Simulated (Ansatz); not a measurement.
# Calculations on Cu5Si3

### Relaxation

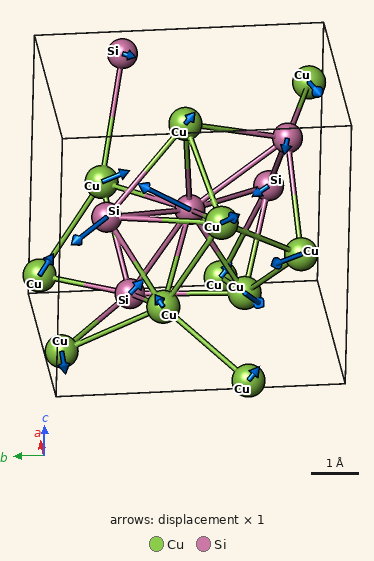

A relaxation of an amorphous cell of composition Cu5Si3 (coarse preliminary run). The starting structure is drawn; blue arrows show the displacements (the part carried along by the change of the cell is left out), at their true length.

The picture is a ball-and-stick view of the cell of the calculation (origin shifted), seen from a free direction.

Case: the quenched liquid.

Computed with DFT PBE, scalar-relativistic, plane waves, PAW (Ansatz 0.2.0).

Input file:
```yaml
crystal:
  lattice:
    - [6.033308, -0.068701, 0.033986]
    - [-0.068701, 6.311354, -0.070802]
    - [0.033986, -0.070802, 5.992716]
  atoms:
    - { symbol: Cu, position: [0.4278796769, 0.3171117738, 0.587669653] }
    - { symbol: Cu, position: [0.783259639, 0.5199373544, 0.4504307461] }
    - { symbol: Cu, position: [0.6417911248, 0.1232026949, 0.9818952713] }
    - { symbol: Cu, position: [0.7202822125, 0.9357343478, 0.6149123362] }
    - { symbol: Cu, position: [0.9782827861, 0.2800365522, 0.7052776376] }
    - { symbol: Cu, position: [0.5874178936, 0.6015354619, 0.8238508554] }
    - { symbol: Cu, position: [0.2580891711, 0.9619537013, 0.695011325] }
    - { symbol: Cu, position: [0.4646465687, 0.4195781227, 0.1893741321] }
    - { symbol: Cu, position: [0.2522989141, 0.7555819886, 0.0491127953] }
    - { symbol: Cu, position: [0.4113682674, 0.029093923, 0.3351557359] }
    - { symbol: Si, position: [0.0336123979, 0.6710233491, 0.6994596402] }
    - { symbol: Si, position: [0.7039776811, 0.7929187807, 0.133800727] }
    - { symbol: Si, position: [0.928882446, 0.4818841042, 0.0579347116] }
    - { symbol: Si, position: [0.2030965649, 0.1822314212, 0.0256561487] }
    - { symbol: Si, position: [0.4076582323, 0.6782857186, 0.4803390372] }
    - { symbol: Si, position: [0.9202212664, 0.1508735039, 0.3222331144] }
  symmetry: { detect: false }
basis:
  ecutwfc: 420
kpoints:
  mp_grid: { grid: [2, 2, 2], shift: [0.5, 0.5, 0.5] }
hamiltonian:
  xc: pbe
scf:
  occupations: { method: gaussian, width: 0.1 }
  lower_state_search: "off"
output:
  forces: true
  stress: true
  eigenvalues: true
relax:
  adjacent_minimum: "off"
  f_tol: 0.04
  max_steps: 70
  cell: { stress_tol: 0.3 }
```

Launched with:
```bash
ansatz run input.yaml --threads 2 --pin off --max-ram 5120MiB --backend cpu --events-out ev --progress --plain --runs-dir out
```

> What happened in the run?

The atom that moves furthest relative to the cell is Si13 (1.45 Å along [−1 3 2]). By element the largest moves are Si 1.45 Å, Cu 1.12 Å. The volume changes by −5.7 %, with a 6.034 → 6.032 Å (0.0 %), b 6.312 → 5.895 Å (−6.6 %), c 5.993 → 6.049 Å (+0.9 %), α 91.3° → 90.3°, β 89.3° → 90.8°, γ 91.3° → 90.2°. Among the contacts that change: Cu5–Si13 2.461 → 4.606 Å, Cu4–Si13 4.534 → 2.705 Å, Cu8–Si12 4.246 → 2.470 Å, Cu3–Cu10 2.593 → 4.258 Å. New bonds form: Cu1–Cu3 (3.00 → 2.47 Å), Cu3–Cu6 (3.21 → 2.56 Å), Cu5–Cu10 (3.76 → 2.47 Å), Cu6–Cu7 (3.17 → 2.56 Å). Bonds break: Cu3–Cu10 (2.59 → 4.26 Å). Bond angles that change, for instance: Cu3–Si12–Cu9 79.6° → 149.9°, Cu3–Si12–Cu10 63.1° → 128.3°, Cu8–Cu3–Si12 123.8° → 60.3°. Over 18 accepted moves (21 points after the start) the energy falls by 1.678 eV per cell of the calculation. Largest force component: 1.2 eV/Å at the start, 0.035 eV/Å at the end. Pressure: −2.96 GPa at the start and −0.10 GPa at the end. The line search rejected the trial steps at points 6, 17 of the run. The SCF was repeated once at an unchanged geometry on a basis and grid sized afresh for the cell, which shifted the energy by 6.6 meV per cell of the calculation at most.

Limits of the set-up: the periodic images lie only 6.0 Å apart, so the values are limited by the cell's size.

### Dynamics

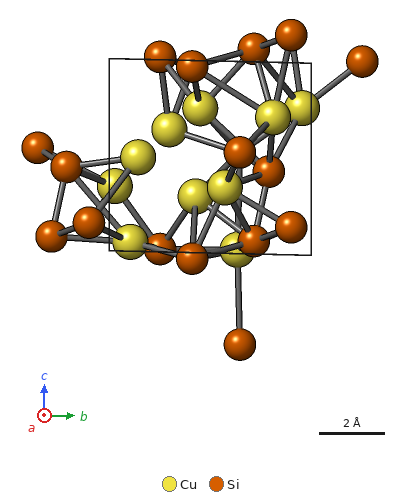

Starting frame of a dynamics run of an amorphous cell of composition Cu$_{5}$Si$_{3}$ (16 atoms in the cell). Style: ball-and-stick. Shown: the simulation cell, along the a axis. Bonds to atoms that aren't drawn are left out.

Computed with DFT PBE, scalar-relativistic, plane waves, PAW in Ansatz.

Input
```yaml
crystal:
  lattice:
    - [6.033308, -0.068701, 0.033986]
    - [-0.068701, 6.311354, -0.070802]
    - [0.033986, -0.070802, 5.992716]
  atoms:
    - { symbol: Cu, position: [0.6461373764, 0.1435606568, 0.4898768204] }
    - { symbol: Cu, position: [0.8089204216, 0.5721023049, 0.3429956094] }
    - { symbol: Cu, position: [0.5439461591, 0.1055064625, 0.0483881955] }
    - { symbol: Cu, position: [0.7759229939, 0.8107245312, 0.7136385145] }
    - { symbol: Cu, position: [0.0281849329, 0.2979405431, 0.6390627801] }
    - { symbol: Cu, position: [0.4421589133, 0.4505643066, 0.7523250014] }
    - { symbol: Cu, position: [0.245139342, 0.9540258031, 0.7649205524] }
    - { symbol: Cu, position: [0.3980803605, 0.4277907256, 0.2926587647] }
    - { symbol: Cu, position: [0.126461325, 0.6345834071, 0.0200566319] }
    - { symbol: Cu, position: [0.19435703, 0.0282378598, 0.3370398408] }
    - { symbol: Si, position: [0.1597383046, 0.6467076868, 0.5270919873] }
    - { symbol: Si, position: [0.5472744447, 0.7155798079, 0.067490069] }
    - { symbol: Si, position: [0.7929702224, 0.4107019635, 0.9686349343] }
    - { symbol: Si, position: [0.1635411665, 0.2519556701, 0.0147883109] }
    - { symbol: Si, position: [0.4880590599, 0.7895695292, 0.4305197108] }
    - { symbol: Si, position: [0.8640377665, 0.9003468552, 0.1436826286] }
  symmetry: { detect: false }
basis:
  ecutwfc: 320
  xc_grid: 1
kpoints:
  mp_grid: { grid: [1, 1, 1], shift: [0.25, 0.25, 0.25] }
hamiltonian:
  xc: pbe
scf:
  occupations: { method: fermi_dirac, width: 0.1853 }
  lower_state_search: "off"
  convergence: { dr2_threshold: 1.0e-05 }
output:
  forces: true
  stress: true
md:
  timestep: 3.0
  n_steps: 24
  ensemble: nvt_langevin
  friction: 0.03
  temperature: 2150.0
  initial_velocities: maxwell_boltzmann
  seed: 56419
```

Command:
```bash
ansatz run input.yaml --threads 2 --pin off --max-ram 5120MiB --backend cpu --events-out ev --progress --plain --runs-dir out
```

Question: Predict how the run goes.

Answer: The mean temperature in the second half is 1864 K (standard deviation 210 K). The potential energy is still drifting at the end, so the run hasn't reached equilibrium. The potential energy in the second half lies on average 47.4 meV per atom above the first frame. The mean pressure there is 5.4 GPa. Root-mean-square distances from the starting positions over the second half, with the common drift of all atoms taken out: Si 0.44 Å, Cu 0.35 Å. The run lasts only 72 fs, too short to tell vibration from diffusion. Bond changes: one Si–Si bond breaks at about 42 fs.

Along the run (each row but the first and the last is the mean over the interval that it begins):

```csv
time (fs),potential energy (meV/atom),T (K),p (GPa)
0.0,0.0,2016,0.9
12.0,-31.4,2197,1.4
24.0,10.9,2164,3.7
36.0,58.9,1735,5.3
48.0,58.6,1856,5.8
60.0,31.4,2034,5.3
72.0,20.9,1727,4.4
```

The paths of the atoms:

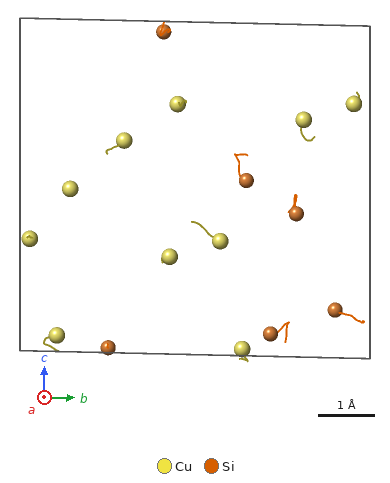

Limits of the set-up: the cutoff lies below the recommended one; the periodic images lie only 6.0 Å apart, so the values are limited by the cell's size.

Cost: 33 s on 2 threads of Arm Neoverse V2 (shared host), peak memory 0.39 GiB.

### Dynamics

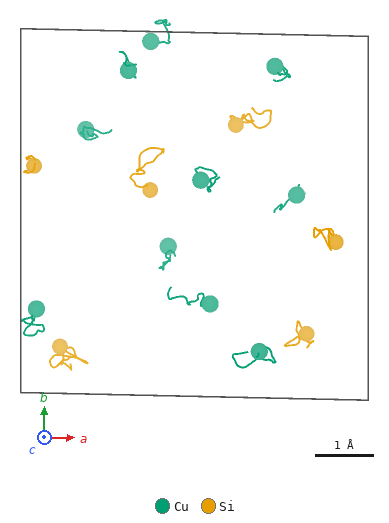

First-principles dynamics of an amorphous cell of composition Cu$_{5}$Si$_{3}$ (16 atoms in the cell), 378 fs long. It starts from the last geometry of an earlier run, with fresh velocities. Lines trace each atom's path, in the colour of its element; spheres stand at the starting positions. Seen along the c axis in the simulation cell.

The calculation used Ansatz, DFT PBE, scalar-relativistic, plane waves, PAW. Settings: plane-wave cutoff 420 eV; k-point mesh 1 × 1 × 1; Fermi-Dirac smearing 0.0741 eV; volume 1.05 times that of the relaxed crystal; set temperature 860 K; time step 3 fs.

How do the atoms move?

Answer. In the second half of the run the atoms are, in the root-mean-square, this far from where they began (common drift taken out): Si 0.37 Å, Cu 0.36 Å. That is small against the typical shortest distance between atoms in the first frame, about 2.3 Å: the atoms vibrate about their sites and the arrangement holds. Over the second half the temperature averages 821 K (spread ±140 K). The potential energy in the second half lies on average 81.7 meV per atom below the first frame. The first frame is far from relaxed (forces up to 4.2 eV/Å), so much of the motion is the structure settling. The mean pressure there is −0.4 GPa.

Limits of the set-up: the periodic images lie only 6.0 Å apart, so the values are limited by the cell's size.

Cost: 3.4 min on 2 threads of Arm Neoverse V2 (shared host), peak memory 0.46 GiB.
